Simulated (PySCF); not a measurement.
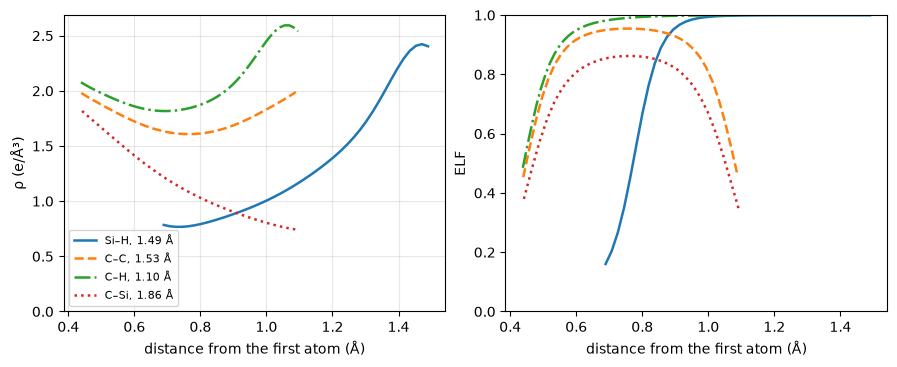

Figure 1: C5H12Si (SMILES CC(C)[SiH]1CC1). Total electron density and electron localisation function along straight lines between neighbouring atoms. The curves leave out the atomic cores.

Geometry: PBE0-D3(BJ)/def2-SVP.

Theory: PBE0/pcSseg-1, SCF density, gas phase, non-relativistic in PySCF 2.14.0.

The calculation's input:

```
{"job": {"kind": "nmr", "xc": "PBE0", "basis": "pcSseg-1"}, "charge": 0, "multiplicity": 1}
C     -1.606250    -0.432839    -1.284683
C     -0.894772     0.215586    -0.097633
C     -1.754397     0.184313     1.166181
Si     0.806430    -0.543019     0.201778
C      2.298441     0.123235    -0.684644
C      2.209522     0.517277     0.805841
H     -1.013581    -0.363804    -2.209781
H     -2.580159     0.050235    -1.472508
H     -1.806228    -1.501405    -1.097783
H     -0.678633     1.270451    -0.350122
H     -1.953117    -0.851002     1.490500
H     -1.272790     0.707783     2.006320
H     -2.733387     0.661519     0.989800
H      0.798939    -1.981491     0.588542
H      3.114225    -0.552891    -0.963952
H      2.167603     0.932894    -1.412265
H      2.024528     1.576559     1.019798
H      2.969268     0.089821     1.469619
```

Launched as:

```sh
OMP_NUM_THREADS=1 python probes_run.py task.json out
```

Q: What can be read from the curves?

A: Si–H (1.49 Å): ρ is about 0.77 e/Å³ halfway; the ELF climbs to about 1 towards the hydrogen, as it does in any bond to H.
C–C (1.53 Å): ρ is about 1.6 e/Å³ halfway; the ELF peaks at about 0.95 between the atoms, as expected for localised, covalent bonding.
C–H (1.10 Å): ρ at the midpoint is about 1.9 e/Å³; the ELF climbs to about 1 towards the hydrogen; an ordinary covalent bond to hydrogen.
C–Si (1.86 Å): the density is about 0.87 e/Å³ at the midpoint; the ELF peaks at about 0.85 between the atoms, as expected for a covalent bond.
